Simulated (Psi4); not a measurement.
**Single-point calculation of SiNH$_{3}$ClO**

System: SiNH$_{3}$ClO, multiplicity 2.
Method: MN15/cc-pVTZ-F12, UKS (Psi4 1.11).

The geometry comes from this level: PBE0-D4/def2-TZVP.

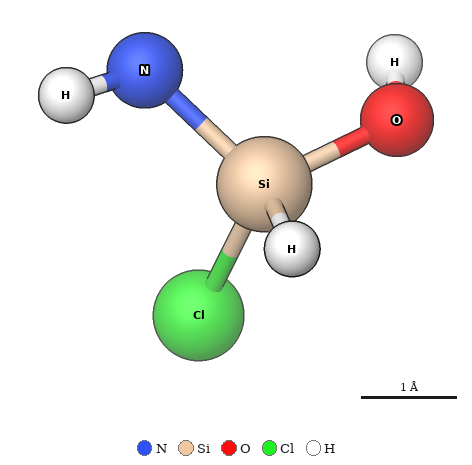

**Figure 1.** The structure as given in the input (ball-and-stick view, seen at a tilt). Bond lengths as drawn: Cl–Si 2.06 Å, H–N 1.02 Å, H–O 0.96 Å, H–Si 1.47 Å, N–Si 1.74 Å and O–Si 1.62 Å.

**Input (job.dat)**
```
memory 1600 mb

molecule {
  0 2
  N     -0.58562613     2.10043059    -1.66125824
  Si    -0.13965076    -0.21599570     0.62436551
  O      2.76958261    -1.19109438     0.57598852
  Cl    -2.62671931    -3.01203447    -0.41762947
  H     -2.17601963     3.16963763    -1.42919987
  H     -0.65875853     0.52950126     3.25921065
  H      3.53303196    -1.50875734    -1.03783759
  units bohr
  symmetry c1
}

set {
  reference            uks
  puream               true
  scf_type             df
  dft_radial_points    99
  dft_spherical_points 590
  maxiter              100
}

energy_value, wavefunction = energy("mn15/cc-pVTZ-F12", return_wfn=True)
```

Run on 1 thread of Intel Xeon (Granite Rapids), 64 GiB of memory available, shared host.

Run as:
```bash
psi4 job.dat job.out -n 1
```

**The program's output**
```
Psi4 1.11 release

   => Loading Basis Set <=

    Name: CC-PVTZ-F12
    Role: ORBITAL
    Keyword: BASIS

         ---------------------------------------------------------
                                   SCF
                              UKS Reference
                        1 Threads,   1525 MiB Core
         ---------------------------------------------------------

  ==> Geometry <==

    Molecular point group: c1
    Full point group: C1

    Geometry (in Bohr), charge = 0, multiplicity = 2:

       Center              X                  Y                   Z               Mass
    ------------   -----------------  -----------------  -----------------  -----------------
         N            0.028729027415     3.129966596495    -1.553016531733    14.003074004430
         SI           0.474704397415     0.813540306495     0.732607218267    27.976926534650
         O            3.383937767415    -0.161558373505     0.684230228267    15.994914619570
         CL          -2.012364152585    -1.982498463505    -0.309387761733    34.968852682000
         H           -1.561664472585     4.199173636495    -1.320958161733     1.007825032230
         H           -0.044403372585     1.559037266495     3.367452358267     1.007825032230
         H            4.147387117415    -0.479221333505    -0.929595881733     1.007825032230

  Running in c1 symmetry.

  Rotational constants: A =      0.22420  B =      0.11744  C =      0.08649 [cm^-1]
  Rotational constants: A =   6721.29508  B =   3520.77840  C =   2592.89770 [MHz]
  Nuclear repulsion =  216.933065398246697

  Charge       = 0
  Multiplicity = 2
  Electrons    = 49
  Nalpha       = 25
  Nbeta        = 24

  ==> Algorithm <==

  SCF Algorithm Type is DF.
  DIIS enabled.
  MOM disabled.
  Fractional occupation disabled.
  Guess Type is SAD.
  Energy threshold   = 1.00e-06
  Density threshold  = 1.00e-06
  Integral threshold = 1.00e-12

  ==> Primary Basis <==

  Basis Set: CC-PVTZ-F12
    Blend: CC-PVTZ-F12
    Number of shells: 98
    Number of basis functions: 284
    Number of Cartesian functions: 325
    Spherical Harmonics?: true
    Max angular momentum: 3

  ==> DFT Potential <==

   => LibXC <=

    Version 7.1.2

   => Composite Functional: MN15 <=

   MN15 Hybrid Meta-GGA Exchange-Correlation Functional

    Deriv               =              1
    GGA                 =           TRUE
    Meta                =           TRUE

    Exchange Hybrid     =           TRUE
    MP2 Hybrid          =          FALSE

   => Exchange Functionals <=

    1.0000   XC_HYB_MGGA_X_MN15

   => Exact (HF) Exchange <=

    0.4400               HF

   => Correlation Functionals <=

    1.0000   XC_MGGA_C_MN15

   => LibXC Density Thresholds  <==

    XC_MGGA_C_MN15:  1.00E-15
    XC_HYB_MGGA_X_MN15:  1.00E-15

   => Molecular Quadrature <=

    Radial Scheme          =       TREUTLER
    Pruning Scheme         =           NONE
    Nuclear Scheme         =       TREUTLER

    Blocking Scheme        =         OCTREE
    BS radius alpha        =              1
    Pruning alpha          =              1
    Radial Points          =             99
    Spherical Points       =            590
    Total Points           =         394084
    Total Blocks           =           2890
    Max Points             =            256
    Max Functions          =            265
    Weights Tolerance      =       1.00E-15

   => Loading Basis Set <=

    Name: (CC-PVTZ-F12 AUX)
    Role: JKFIT
    Keyword: DF_BASIS_SCF

  ==> Integral Setup <==

  DFHelper Memory: AOs need 0.405 GiB; user supplied 0.405 GiB.
  SCF_SUBTYPE=INCORE selected. In-core MEM_DF algorithm will be used.
  Using in-core AOs.

  ==> MemDFJK: Density-Fitted J/K Matrices <==

    J tasked:                   Yes
    K tasked:                   Yes
    wK tasked:                   No
    Memory [MiB]:               415
    Algorithm:                 Core
    Schwarz Cutoff:           1E-12
    Mask sparsity (%):       3.8956
    Fitting Condition:        1E-10

   => Auxiliary Basis Set <=

  Basis Set: (CC-PVTZ-F12 AUX)
    Blend: CC-PVQZ-JKFIT
    Number of shells: 175
    Number of basis functions: 661
    Number of Cartesian functions: 864
    Spherical Harmonics?: true
    Max angular momentum: 5

  Cached 11.1% of DFT collocation blocks in 0.653 [GiB].

  Minimum eigenvalue in the overlap matrix is 1.4640281100E-04.
  Reciprocal condition number of the overlap matrix is 1.5009498181E-05.
    Using symmetric orthogonalization.

  ==> Pre-Iterations <==

  SCF Guess: Superposition of Atomic Densities via on-the-fly atomic UHF (no occupation information).

   -------------------------
    Irrep   Nso     Nmo
   -------------------------
     A        284     284
   -------------------------
    Total     284     284
   -------------------------

  ==> Iterations <==

                           Total Energy        Delta E     RMS |[F,P]|

   @DF-UKS iter SAD:  -880.62789529083000   -8.80628e+02   0.00000e+00
   @DF-UKS iter   1:  -880.75696498470006   -1.29070e-01   4.10970e-03 ADIIS/DIIS
   @DF-UKS iter   2:  -879.29135487896315    1.46561e+00   6.65769e-03 ADIIS/DIIS
   @DF-UKS iter   3:  -881.28560998882745   -1.99426e+00   9.32064e-04 ADIIS/DIIS
   @DF-UKS iter   4:  -881.31477292216641   -2.91629e-02   8.11718e-04 ADIIS/DIIS
   @DF-UKS iter   5:  -881.33797402229072   -2.32011e-02   2.34303e-04 ADIIS/DIIS
   @DF-UKS iter   6:  -881.34116723994703   -3.19322e-03   1.16138e-04 ADIIS/DIIS
   @DF-UKS iter   7:  -881.34233652860485   -1.16929e-03   3.81895e-05 DIIS
   @DF-UKS iter   8:  -881.34253580488337   -1.99276e-04   2.07336e-05 DIIS
   @DF-UKS iter   9:  -881.34264673571079   -1.10931e-04   1.51441e-05 DIIS
   @DF-UKS iter  10:  -881.34275461643790   -1.07881e-04   1.17614e-05 DIIS
   @DF-UKS iter  11:  -881.34285175170419   -9.71353e-05   7.15939e-06 DIIS
   @DF-UKS iter  12:  -881.34289584564044   -4.40939e-05   2.94872e-06 DIIS
   @DF-UKS iter  13:  -881.34290014251405   -4.29687e-06   1.31201e-06 DIIS
   @DF-UKS iter  14:  -881.34290067963389   -5.37120e-07   3.68376e-07 DIIS
  Energy and wave function converged.

  ==> Post-Iterations <==

   Electrons on quadrature grid:
      Nalpha   =   24.9999997857 ; deviation = -2.143e-07
      Nbeta    =   23.9999997902 ; deviation = -2.098e-07
      Ntotal   =   48.9999995759 ; deviation = -4.241e-07

   @Spin Contamination Metric:   2.705799900E-03
   @S^2 Expected:                7.500000000E-01
   @S^2 Observed:                7.527057999E-01
   @S   Expected:                5.000000000E-01
   @S   Observed:                5.000000000E-01

    Orbital Energies [Eh]
    ---------------------

    Alpha Occupied:

       1A   -100.300209     2A    -65.271272     3A    -18.840184
       4A    -14.135727     5A     -9.181738     6A     -7.193929
       7A     -7.187192     8A     -7.186978     9A     -5.215057
      10A     -3.736132    11A     -3.733490    12A     -3.732776
      13A     -1.073252    14A     -0.907693    15A     -0.861571
      16A     -0.626162    17A     -0.547879    18A     -0.491707
      19A     -0.465518    20A     -0.434780    21A     -0.413212
      22A     -0.392160    23A     -0.377574    24A     -0.362713
      25A     -0.354398

    Alpha Virtual:

      26A      0.026573    27A      0.029950    28A      0.040451
      29A      0.046272    30A      0.071124    31A      0.077441
      32A      0.094430    33A      0.101253    34A      0.104475
      35A      0.115107    36A      0.117853    37A      0.125428
      38A      0.125784    39A      0.141124    40A      0.153000
      41A      0.162065    42A      0.171635    43A      0.189799
      44A      0.197299    45A      0.210010    46A      0.214220
      47A      0.228899    48A      0.249189    49A      0.267313
      50A      0.281882    51A      0.289678    52A      0.299162
      53A      0.328484    54A      0.347055    55A      0.362882
      56A      0.363938    57A      0.382070    58A      0.396429
      59A      0.403057    60A      0.411967    61A      0.442897
      62A      0.453459    63A      0.458245    64A      0.474380
      65A      0.501478    66A      0.508343    67A      0.523571
      68A      0.543888    69A      0.562608    70A      0.567569
      71A      0.603003    72A      0.614507    73A      0.627719
      74A      0.635438    75A      0.651724    76A      0.659377
      77A      0.682347    78A      0.690858    79A      0.705217
      80A      0.721119    81A      0.760191    82A      0.771114
      83A      0.810138    84A      0.813290    85A      0.846802
      86A      0.852785    87A      0.873341    88A      0.888969
      89A      0.909437    90A      0.935074    91A      0.949938
      92A      0.960314    93A      0.970213    94A      0.996368
      95A      1.020606    96A      1.038027    97A      1.059529
      98A      1.077537    99A      1.105762   100A      1.129172
     101A      1.141943   102A      1.158236   103A      1.167565
     104A      1.192709   105A      1.212630   106A      1.222819
     107A      1.254725   108A      1.255748   109A      1.292337
     110A      1.300962   111A      1.316927   112A      1.341342
     113A      1.371361   114A      1.396517   115A      1.402629
     116A      1.423471   117A      1.440417   118A      1.485025
     119A      1.493748   120A      1.522374   121A      1.529635
     122A      1.545190   123A      1.552994   124A      1.583965
     125A      1.601380   126A      1.619225   127A      1.639965
     128A      1.653438   129A      1.688582   130A      1.704562
     131A      1.720571   132A      1.779530   133A      1.799112
     134A      1.809708   135A      1.826435   136A      1.852074
     137A      1.863134   138A      1.886291   139A      1.895395
     140A      1.907572   141A      1.942450   142A      1.956451
     143A      1.973076   144A      2.026158   145A      2.041004
     146A      2.062076   147A      2.078047   148A      2.123240
     149A      2.138566   150A      2.150291   151A      2.165058
     152A      2.175152   153A      2.199156   154A      2.217680
     155A      2.252327   156A      2.291694   157A      2.315768
     158A      2.329130   159A      2.350450   160A      2.375665
     161A      2.417550   162A      2.431713   163A      2.466827
     164A      2.501550   165A      2.507240   166A      2.549666
     167A      2.584689   168A      2.649636   169A      2.680186
     170A      2.714056   171A      2.749548   172A      2.787282
     173A      2.831372   174A      2.847131   175A      2.934013
     176A      2.961087   177A      3.009412   178A      3.028996
     179A      3.058499   180A      3.096053   181A      3.103616
     182A      3.151491   183A      3.164383   184A      3.179316
     185A      3.190941   186A      3.199166   187A      3.203742
     188A      3.254614   189A      3.295129   190A      3.326652
     191A      3.344967   192A      3.373847   193A      3.447992
     194A      3.477981   195A      3.485396   196A      3.600765
     197A      3.651270   198A      3.657664   199A      3.691185
     200A      3.747499   201A      3.884065   202A      3.953816
     203A      4.048017   204A      4.077636   205A      4.216876
     206A      4.375834   207A      4.379412   208A      4.410649
     209A      4.556053   210A      4.569362   211A      4.615064
     212A      4.824040   213A      4.905634   214A      4.936527
     215A      4.961213   216A      5.027479   217A      5.109211
     218A      5.141488   219A      5.204649   220A      5.395274
     221A      5.484741   222A      5.505214   223A      5.583164
     224A      5.617441   225A      5.643804   226A      5.693532
     227A      5.773941   228A      5.816714   229A      5.952126
     230A      6.040825   231A      6.143643   232A      6.374482
     233A      6.451659   234A      6.493675   235A      6.503964
     236A      6.588079   237A      6.759703   238A      6.907980
     239A      6.962092   240A      7.298499   241A      7.346661
     242A      7.425474   243A      7.891619   244A      8.273066
     245A      8.437425   246A      8.956656   247A      9.216100
     248A      9.263670   249A      9.317754   250A      9.401189
     251A      9.458671   252A      9.489873   253A      9.523327
     254A      9.550813   255A      9.617298   256A      9.714915
     257A      9.917285   258A     10.370464   259A     10.416074
     260A     10.477037   261A     10.565849   262A     10.654227
     263A     11.174900   264A     11.539517   265A     17.286905
     266A     17.336721   267A     17.384410   268A     21.036390
     269A     21.037711   270A     21.128962   271A     21.133191
     272A     21.149514   273A     22.670066   274A     26.301253
     275A     26.316743   276A     26.677199   277A     27.859393
     278A     28.020174   279A     28.517615   280A     29.054032
     281A     35.681143   282A     35.954049   283A     36.359887
     284A     39.266202

    Beta Occupied:

       1A   -100.299887     2A    -65.271325     3A    -18.840017
       4A    -14.126268     5A     -9.181308     6A     -7.193479
       7A     -7.186853     8A     -7.186693     9A     -5.215221
      10A     -3.736217    11A     -3.733675    12A     -3.732917
      13A     -1.072784    14A     -0.874705    15A     -0.839973
      16A     -0.624116    17A     -0.534797    18A     -0.484689
      19A     -0.460361    20A     -0.425329    21A     -0.402814
      22A     -0.384098    23A     -0.375151    24A     -0.341677

    Beta Virtual:

      25A     -0.118352    26A      0.027661    27A      0.030819
      28A      0.042901    29A      0.047644    30A      0.070820
      31A      0.078659    32A      0.096372    33A      0.101525
      34A      0.105197    35A      0.116571    36A      0.118131
      37A      0.125653    38A      0.130841    39A      0.144077
      40A      0.161056    41A      0.165428    42A      0.174950
      43A      0.191652    44A      0.198261    45A      0.212125
      46A      0.218271    47A      0.235248    48A      0.249543
      49A      0.269870    50A      0.282988    51A      0.292420
      52A      0.302374    53A      0.331012    54A      0.347410
      55A      0.364036    56A      0.365067    57A      0.383426
      58A      0.400773    59A      0.404954    60A      0.416778
      61A      0.443899    62A      0.457370    63A      0.463319
      64A      0.476778    65A      0.505149    66A      0.516552
      67A      0.529376    68A      0.560558    69A      0.569610
      70A      0.572811    71A      0.605180    72A      0.614927
      73A      0.631235    74A      0.636698    75A      0.652178
      76A      0.665606    77A      0.683589    78A      0.695148
      79A      0.711468    80A      0.731845    81A      0.760139
      82A      0.772406    83A      0.809974    84A      0.818989
      85A      0.851715    86A      0.854606    87A      0.877147
      88A      0.889520    89A      0.909468    90A      0.937532
      91A      0.952840    92A      0.962452    93A      0.970420
      94A      0.996481    95A      1.021625    96A      1.038091
      97A      1.065990    98A      1.091378    99A      1.109063
     100A      1.129629   101A      1.143540   102A      1.160656
     103A      1.172770   104A      1.199751   105A      1.216222
     106A      1.225653   107A      1.255114   108A      1.262710
     109A      1.297904   110A      1.305783   111A      1.333166
     112A      1.362970   113A      1.379420   114A      1.400001
     115A      1.406066   116A      1.428793   117A      1.443293
     118A      1.497712   119A      1.499158   120A      1.525922
     121A      1.533202   122A      1.548174   123A      1.555064
     124A      1.585749   125A      1.604404   126A      1.627372
     127A      1.648131   128A      1.660982   129A      1.690580
     130A      1.709313   131A      1.733633   132A      1.776104
     133A      1.802221   134A      1.816869   135A      1.829008
     136A      1.854021   137A      1.876923   138A      1.897578
     139A      1.904651   140A      1.915112   141A      1.937143
     142A      1.961928   143A      2.008760   144A      2.038811
     145A      2.055023   146A      2.071973   147A      2.088105
     148A      2.126958   149A      2.146010   150A      2.166269
     151A      2.183291   152A      2.196854   153A      2.209255
     154A      2.223738   155A      2.253572   156A      2.294423
     157A      2.319325   158A      2.335705   159A      2.351441
     160A      2.390634   161A      2.419937   162A      2.435920
     163A      2.471507   164A      2.501640   165A      2.511808
     166A      2.553065   167A      2.587404   168A      2.656885
     169A      2.705395   170A      2.726958   171A      2.777298
     172A      2.789867   173A      2.828248   174A      2.845662
     175A      2.945149   176A      2.967803   177A      3.007937
     178A      3.030343   179A      3.071641   180A      3.097057
     181A      3.106516   182A      3.145396   183A      3.162293
     184A      3.179967   185A      3.193262   186A      3.200050
     187A      3.208050   188A      3.258934   189A      3.317951
     190A      3.336910   191A      3.352338   192A      3.425384
     193A      3.452782   194A      3.484475   195A      3.529744
     196A      3.601827   197A      3.650373   198A      3.659153
     199A      3.695249   200A      3.744935   201A      3.882621
     202A      3.951501   203A      4.038757   204A      4.072439
     205A      4.197509   206A      4.377428   207A      4.380490
     208A      4.413183   209A      4.557556   210A      4.570922
     211A      4.614450   212A      4.821695   213A      4.901660
     214A      4.911047   215A      4.946282   216A      5.027501
     217A      5.047223   218A      5.129530   219A      5.197744
     220A      5.364010   221A      5.499010   222A      5.515574
     223A      5.592574   224A      5.694046   225A      5.700974
     226A      5.715403   227A      5.781531   228A      5.828180
     229A      5.992926   230A      6.029374   231A      6.049799
     232A      6.356913   233A      6.440594   234A      6.457871
     235A      6.503559   236A      6.588065   237A      6.762974
     238A      6.909343   239A      7.154458   240A      7.294378
     241A      7.333552   242A      7.379869   243A      7.794591
     244A      8.267013   245A      8.312315   246A      8.958106
     247A      9.214214   248A      9.263154   249A      9.320439
     250A      9.413731   251A      9.462462   252A      9.519867
     253A      9.614635   254A      9.634870   255A      9.677093
     256A      9.757364   257A      9.862024   258A     10.297144
     259A     10.394693   260A     10.475469   261A     10.566160
     262A     10.653387   263A     11.174264   264A     11.536643
     265A     17.286131   266A     17.336111   267A     17.382924
     268A     21.036741   269A     21.037881   270A     21.129267
     271A     21.134495   272A     21.150320   273A     22.670446
     274A     26.301114   275A     26.319049   276A     26.679680
     277A     27.977240   278A     28.059797   279A     28.455943
     280A     29.067891   281A     35.683130   282A     35.953721
     283A     36.359667   284A     39.266783

    Final Occupation by Irrep:
              A
    DOCC [    24 ]
    SOCC [     1 ]
    NA   [    25 ]
    NB   [    24 ]

  @DF-UKS Final Energy:  -881.34290067963389

   => Energetics <=

    Nuclear Repulsion Energy =            216.9330653982466970
    One-Electron Energy =               -1649.1605834723918633
    Two-Electron Energy =                 588.4300468457208808
    DFT Exchange-Correlation Energy =     -37.5454294512096922
    Empirical Dispersion Energy =           0.0000000000000000
    VV10 Nonlocal Energy =                  0.0000000000000000
    Total Energy =                       -881.3429006796338854

  UHF NO Occupations:
  HONO-2 :   23  A 1.9996436
  HONO-1 :   24  A 1.9994703
  HONO-0 :   25  A 1.0000000
  LUNO+0 :   26  A 0.0005297
  LUNO+1 :   27  A 0.0003564
  LUNO+2 :   28  A 0.0002455
  LUNO+3 :   29  A 0.0002031

Computation Completed

Properties will be evaluated at   0.000000,   0.000000,   0.000000 [a0]

Properties computed using the SCF density matrix

 Multipole Moments:

 ------------------------------------------------------------------------------------
     Multipole            Electronic (a.u.)      Nuclear  (a.u.)        Total (a.u.)
 ------------------------------------------------------------------------------------

 L = 1.  Multiply by 2.5417464519 to convert [e a0] to [Debye]
 Dipole X            :         -2.2838549            2.2495956           -0.0342593
 Dipole Y            :         -3.2024804            3.5833792            0.3808987
 Dipole Z            :         -0.7793441            0.7165335           -0.0628106
 Magnitude           :                                                    0.3875599

 ------------------------------------------------------------------------------------

	total time  =        213 seconds =       3.55 minutes

    Psi4 run time: 0:03:33.31
```

**Results in brief**

- outcome: converged
- total energy: −881.342901 hartree
- basis functions: 284
- ⟨S²⟩: 0.753
- dipole moment: 0.99 D
- wall time: 3.6 min
- peak memory: 1.4 GiB
